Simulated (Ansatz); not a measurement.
**Geometry relaxation of C$_{3}$H$_{8}$SSi (part 1 of 2)**

C$_{3}$H$_{8}$SSi, SMILES C[SiH2]C(C)=S, computed with RKS PBE0-D4/def2-TZVP (Ansatz 0.2.0).

The geometry: PBE-D4/def2-SVP start. Figures and captions count atoms from 1; the log counts them from 0 in places.

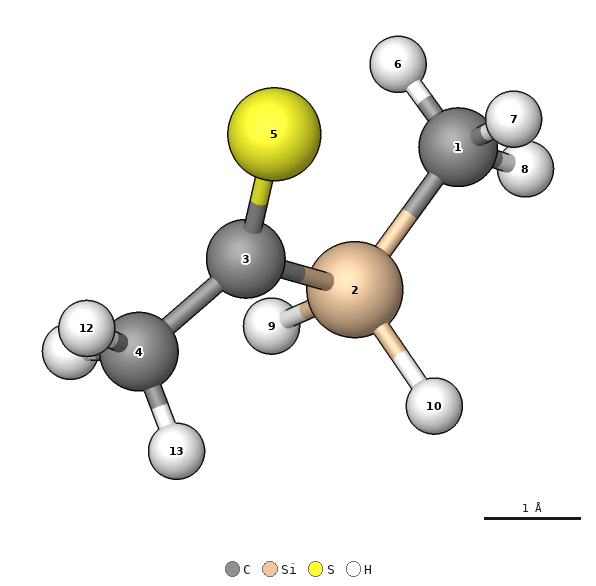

The structure as given in the input (ball-and-stick view, seen at a tilt; atoms are numbered from 1 in the order of the input). Bond lengths as drawn: C–C 1.50 Å, C–H 1.11 Å, C–S 1.65 Å, C–Si 1.88 to 1.92 Å and H–Si 1.51 Å.

## Key numbers

| quantity | value |
| --- | --- |
| outcome | converged |
| total energy | −21945.1355 eV |
| mean-field energy | −21944.8643 eV |
| dispersion energy | −0.2712 eV |
| SCF solution under orbital rotations | stable |
| largest force (length of the vector) at the end | 0.003 eV/Å |
| dipole moment | 1.63 D |
| hardware | 4 threads of Arm Neoverse V2, 23 GiB of memory available, shared host |
| wall time | 52 s (CPU time 3.3 min) |
| peak memory | 0.62 GiB |

## The input
```yaml
crystal:
  periodic: [false, false, false]
  atoms:
    - {symbol: C, position_ang: [-0.971457, 1.378444, 1.507523]}
    - {symbol: Si, position_ang: [-0.585704, 0.654283, -0.182323]}
    - {symbol: C, position_ang: [0.784048, -0.683912, -0.086108]}
    - {symbol: C, position_ang: [1.009479, -1.555470, -1.288702]}
    - {symbol: S, position_ang: [1.681452, -0.814574, 1.287632]}
    - {symbol: H, position_ang: [-1.380370, 0.595593, 2.177675]}
    - {symbol: H, position_ang: [-0.044237, 1.768296, 1.972530]}
    - {symbol: H, position_ang: [-1.712208, 2.199547, 1.426065]}
    - {symbol: H, position_ang: [-1.808663, 0.034025, -0.816500]}
    - {symbol: H, position_ang: [-0.086316, 1.711360, -1.138844]}
    - {symbol: H, position_ang: [0.093395, -2.152627, -1.499257]}
    - {symbol: H, position_ang: [1.869712, -2.238947, -1.148553]}
    - {symbol: H, position_ang: [1.171468, -0.930720, -2.196237]}
basis:
  gaussian: {orbitals: def2-TZVP}
hamiltonian: {xc: pbe0, dispersion: d4}
relax: {f_tol: 0.005, max_steps: 150}
```

Launch command:
```bash
ansatz run in.yaml --threads 4 --pin off --events-out ev --progress --plain --max-ram 10444MiB
```

## Output
```
Functional definition: PBE0
  name "PBE0"
  cite "Adamo & Barone, J. Chem. Phys. 110, 6158 (1999) doi:10.1063/1.478522"
  cite "Perdew, Burke & Ernzerhof, Phys. Rev. Lett. 77, 3865 (1996) doi:10.1103/PhysRevLett.77.3865"
  parent pbe
  parameter a = 0.25
  parameter kappa = 0.804
  parameter beta = 0.06672455060314922
  exchange = (1 - a)*pbe_x(kappa = kappa, mu = beta*pi^2/3) + a*exact_x
  correlation = pbe_c(beta = beta)
1431 factors; their error is unknown
mean field evaluation 1: about -21933.9103 eV, gradient 6.8e1 eV
mean field evaluation 2: about -21921.6139 eV, gradient 9.2e1 eV
mean field evaluation 4: about -21944.6475 eV, gradient 6.8e0 eV
mean field evaluation 8: about -21944.7572 eV, gradient 9.9e-2 eV
mean field evaluation 16: about -21944.8043 eV, gradient 1.8e-4 eV
mean field -21944.80431449 eV, -806.4566838348 hartree, gradient 3.9e-5 eV, S^2 0.000000; 0 other end points of the search recorded, 0 dependent functions left out
the calculation of the forces begins
reference -21944.80434908 eV, -806.4566851061 hartree; 28, 28 occupied and 187, 187 virtual orbitals, 1431 factors
relax step   1: F+E_penalty+E_count = -21945.07331578 eV  Δ(F+E_penalty+E_count) = +0.000e0 eV  max|allowed force component| = 8.665e-1 eV/Å  Δτ_max = 0.0000 Å  (30 SCF iters, accepted)
these checks for a lower state are left out or cut short: starts, cluster_reference, orbital_swaps, neighbouring_geometries, increment
1431 factors; their error is unknown
mean field -21944.85591671 eV, -806.4585801813 hartree, gradient 1.2e-5 eV, S^2 0.000000; 0 other end points of the search recorded, 0 dependent functions left out
[... from here on the field's lines of each further geometry are left out, up to the last ...]
relax step   2: F+E_penalty+E_count = -21945.12626369 eV  Δ(F+E_penalty+E_count) = -5.295e-2 eV  max|allowed force component| = 3.897e-1 eV/Å  Δτ_max = 0.0331 Å  (34 SCF iters, accepted)
relax step   3: F+E_penalty+E_count = -21945.13336961 eV  Δ(F+E_penalty+E_count) = -7.106e-3 eV  max|allowed force component| = 4.836e-2 eV/Å  Δτ_max = 0.0177 Å  (35 SCF iters, accepted)
relax step   4: F+E_penalty+E_count = -21945.13384336 eV  Δ(F+E_penalty+E_count) = -4.737e-4 eV  max|allowed force component| = 2.456e-2 eV/Å  Δτ_max = 0.0423 Å  (34 SCF iters, accepted)
relax step   5: F+E_penalty+E_count = -21945.13415954 eV  Δ(F+E_penalty+E_count) = -3.162e-4 eV  max|allowed force component| = 2.411e-2 eV/Å  Δτ_max = 0.0377 Å  (33 SCF iters, accepted)
relax step   6: F+E_penalty+E_count = -21945.13440630 eV  Δ(F+E_penalty+E_count) = -2.468e-4 eV  max|allowed force component| = 3.977e-2 eV/Å  Δτ_max = 0.0596 Å  (32 SCF iters, accepted)
relax step   7: F+E_penalty+E_count = -21945.13450319 eV  Δ(F+E_penalty+E_count) = -9.690e-5 eV  max|allowed force component| = 5.028e-2 eV/Å  Δτ_max = 0.0244 Å  (34 SCF iters, accepted)
relax step   8: F+E_penalty+E_count = -21945.13479432 eV  Δ(F+E_penalty+E_count) = -2.911e-4 eV  max|allowed force component| = 1.979e-2 eV/Å  Δτ_max = 0.0107 Å  (34 SCF iters, accepted)
relax step   9: F+E_penalty+E_count = -21945.13503897 eV  Δ(F+E_penalty+E_count) = -2.446e-4 eV  max|allowed force component| = 2.022e-2 eV/Å  Δτ_max = 0.0296 Å  (33 SCF iters, accepted)
relax step  10: F+E_penalty+E_count = -21945.13519043 eV  Δ(F+E_penalty+E_count) = -1.515e-4 eV  max|allowed force component| = 3.501e-2 eV/Å  Δτ_max = 0.0397 Å  (34 SCF iters, accepted)
relax step  11: F+E_penalty+E_count = -21945.13526971 eV  Δ(F+E_penalty+E_count) = -7.929e-5 eV  max|allowed force component| = 3.248e-2 eV/Å  Δτ_max = 0.0189 Å  (34 SCF iters, accepted)
relax step  12: F+E_penalty+E_count = -21945.13536780 eV  Δ(F+E_penalty+E_count) = -9.808e-5 eV  max|allowed force component| = 2.347e-2 eV/Å  Δτ_max = 0.0265 Å  (34 SCF iters, accepted)
relax step  13: F+E_penalty+E_count = -21945.13540558 eV  Δ(F+E_penalty+E_count) = -3.779e-5 eV  max|allowed force component| = 1.231e-2 eV/Å  Δτ_max = 0.0172 Å  (34 SCF iters, accepted)
relax step  14: F+E_penalty+E_count = -21945.13538536 eV  Δ(F+E_penalty+E_count) = +2.022e-5 eV  max|allowed force component| = 2.127e-2 eV/Å  Δτ_max = 0.0166 Å  (34 SCF iters, rejected (line search))
relax step  15: F+E_penalty+E_count = -21945.13542099 eV  Δ(F+E_penalty+E_count) = -1.541e-5 eV  max|allowed force component| = 5.240e-3 eV/Å  Δτ_max = 0.0081 Å  (33 SCF iters, accepted)
the calculation of the forces begins
reference -21944.86426492 eV, -806.4588869725 hartree; 28, 28 occupied and 187, 187 virtual orbitals, 1431 factors
relax step  16: F+E_penalty+E_count = -21945.13542552 eV  Δ(F+E_penalty+E_count) = -4.526e-6 eV  max|allowed force component| = 2.590e-3 eV/Å  Δτ_max = 0.0059 Å  (34 SCF iters, accepted)
1431 factors; their error is unknown
mean field evaluation 128: about -21944.8642 eV, gradient 4.4e-3 eV
```

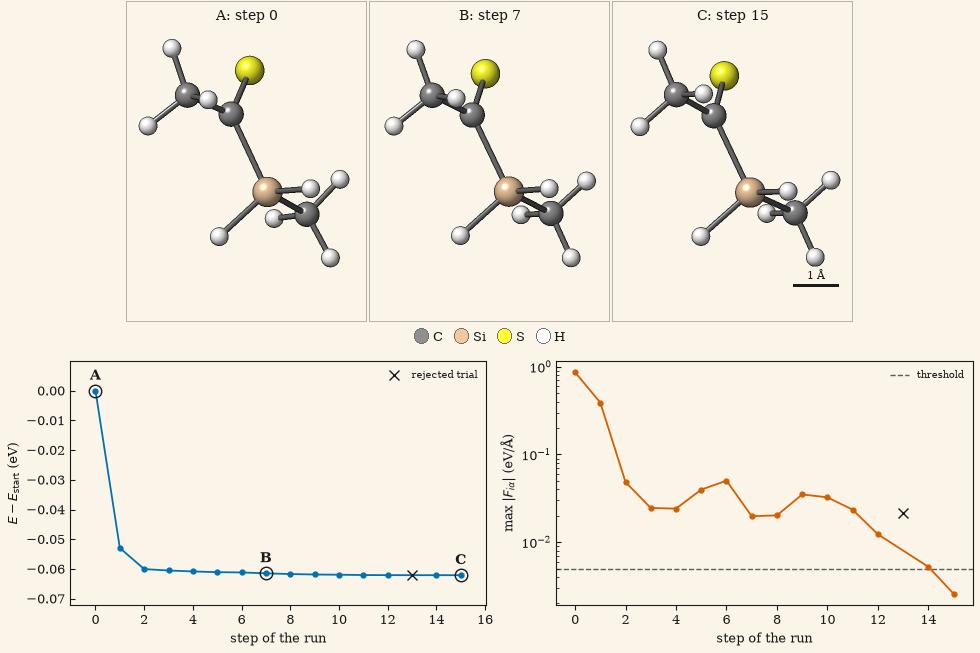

Frames of the relaxation (ball-and-stick view, seen at a tilt) above the curves, on which the letters mark them (the first geometry is step 0 here and step 1 in the log).

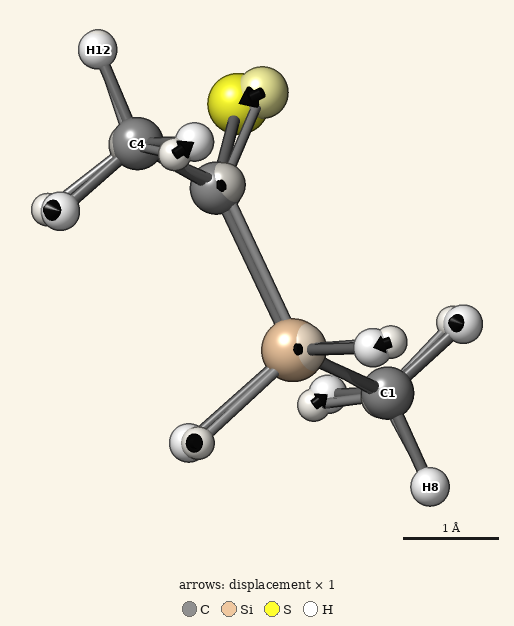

Start (faint) and end (solid) with the displacements as black arrows, at true length (ball-and-stick view, seen at a tilt). The two geometries are laid on each other by the best rigid fit. The energy falls by 0.062 eV in 15 geometry steps. Largest force component: 0.87 eV/Å at the start, 0.0026 eV/Å at the end. The line search rejected the trial step at point 13 (counted from 0) and went back. The largest move after the best rigid fit is that of S5, 0.30 Å. By element the largest moves are S 0.30 Å, H 0.25 Å, C 0.09 Å, Si 0.09 Å. Distances before and after: C3–S5 1.646 → 1.620 Å, C1–Si2 1.879 → 1.857 Å, Si2–C3 1.917 → 1.897 Å, Si2–H10 1.511 → 1.492 Å. (Atoms are counted from 1 in the order of the input.)

```
mean field -21944.86423061 eV, -806.4588857117 hartree, gradient 1.1e-5 eV, S^2 0.000000; 1 other end points of the search recorded, 0 dependent functions left out
the calculation of the forces begins
reference -21944.86426492 eV, -806.4588869725 hartree; 28, 28 occupied and 187, 187 virtual orbitals, 1431 factors
Total energy: -21945.13545983 eV, -806.4688532016 hartree
Atom 0 at    -0.922515     1.418953     1.484279 Å, force    -0.000252     0.000428     0.000303 eV/Å
Atom 1 at    -0.626313     0.582790    -0.147624 Å, force    -0.001181    -0.000231    -0.000841 eV/Å
Atom 2 at     0.724049    -0.745823    -0.055517 Å, force     0.001164     0.001191    -0.001975 eV/Å
Atom 3 at     1.044800    -1.491027    -1.306902 Å, force    -0.000404     0.000043     0.002590 eV/Å
Atom 4 at     1.479059    -1.029533     1.349925 Å, force     0.000275    -0.000789     0.002118 eV/Å
Atom 5 at    -1.231186     0.692575     2.238136 Å, force     0.000006    -0.000655     0.000490 eV/Å
Atom 6 at    -0.010953     1.902648     1.839595 Å, force     0.000730     0.000409     0.000252 eV/Å
Atom 7 at    -1.705090     2.175227     1.384932 Å, force    -0.000091     0.000081    -0.000109 eV/Å
Atom 8 at    -1.858619    -0.090035    -0.651746 Å, force    -0.000788    -0.000899     0.000158 eV/Å
Atom 9 at    -0.200613     1.556426    -1.194631 Å, force     0.001133     0.000416    -0.000285 eV/Å
Atom 10 at     0.144441    -1.988940    -1.685088 Å, force    -0.001453    -0.000953    -0.001323 eV/Å
Atom 11 at     1.831650    -2.229413    -1.150086 Å, force     0.000669    -0.000459     0.000749 eV/Å
Atom 12 at     1.351889    -0.788551    -2.090372 Å, force     0.000191     0.001420    -0.002128 eV/Å
Dipole moment:    -0.181878     0.089724    -0.272186 e Å
```

## Trajectory as extended XYZ (Å, eV, eV/Å), 16 frames, from step=1 to step=16
```
13
Properties=species:S:1:pos:R:3:forces:R:3 step=1 energy=-21945.07332
C    -0.9715    1.3784    1.5075   -0.0013   0.0212   0.1725
Si   -0.5857    0.6543   -0.1823    0.0020   0.0453   0.0426
C     0.7840   -0.6839   -0.0861    0.3103  -0.0507   0.4448
C     1.0095   -1.5555   -1.2887    0.0268  -0.1292  -0.1610
S     1.6815   -0.8146    1.2876   -0.5449   0.0553  -0.8665
H    -1.3804    0.5956    2.1777    0.1905   0.3887  -0.3269
H    -0.0442    1.7683    1.9725   -0.4711  -0.1690  -0.2311
H    -1.7122    2.1995    1.4261    0.3607  -0.3968   0.0293
H    -1.8087    0.0340   -0.8165    0.2797   0.1042   0.1481
H    -0.0863    1.7114   -1.1388   -0.0876  -0.2428   0.2090
H     0.0934   -2.1526   -1.4993    0.4354   0.2972   0.1393
H     1.8697   -2.2389   -1.1486   -0.4356   0.3511  -0.0678
H     1.1715   -0.9307   -2.1962   -0.0649  -0.2744   0.4678
13
Properties=species:S:1:pos:R:3:forces:R:3 step=2 energy=-21945.12626
C    -0.9682    1.3746    1.5002    0.0242  -0.0187   0.0012
Si   -0.5775    0.6507   -0.1754    0.0390  -0.0242   0.0747
C     0.7801   -0.6824   -0.0881    0.1796  -0.0187   0.3199
C     1.0019   -1.5457   -1.2861   -0.0149  -0.0183  -0.0681
S     1.6703   -0.8271    1.2727   -0.2552   0.0399  -0.3897
H    -1.3643    0.6020    2.1697    0.0544   0.1102  -0.0978
H    -0.0592    1.7812    1.9580   -0.1386  -0.0472  -0.0668
H    -1.7122    2.1755    1.4097    0.0995  -0.1071   0.0066
H    -1.7827    0.0220   -0.7998    0.0584   0.0365   0.0299
H    -0.0757    1.6915   -1.1249   -0.0325  -0.0534   0.0456
H     0.0918   -2.1303   -1.4932    0.1306   0.0874   0.0323
H     1.8493   -2.2256   -1.1496   -0.1229   0.1020  -0.0166
H     1.1670   -0.9213   -2.1781   -0.0215  -0.0884   0.1287
13
Properties=species:S:1:pos:R:3:forces:R:3 step=3 energy=-21945.13337
C    -0.9630    1.3717    1.4938    0.0060  -0.0059  -0.0193
Si   -0.5729    0.6427   -0.1701   -0.0115  -0.0001   0.0152
C     0.7763   -0.6874   -0.0801    0.0484   0.0249   0.0427
C     0.9982   -1.5379   -1.2833   -0.0143  -0.0062  -0.0113
S     1.6617   -0.8358    1.2704   -0.0292  -0.0043  -0.0256
H    -1.3547    0.6055    2.1652   -0.0039  -0.0047   0.0127
H    -0.0620    1.7868    1.9476    0.0037   0.0081   0.0065
H    -1.7082    2.1646    1.3964   -0.0077   0.0043   0.0004
H    -1.7763    0.0197   -0.7927   -0.0089  -0.0068  -0.0005
H    -0.0764    1.6787   -1.1203    0.0116   0.0003  -0.0100
H     0.0931   -2.1191   -1.4938   -0.0081  -0.0064  -0.0047
H     1.8424   -2.2147   -1.1522    0.0113  -0.0107  -0.0017
H     1.1624   -0.9093   -2.1661    0.0026   0.0075  -0.0044
```
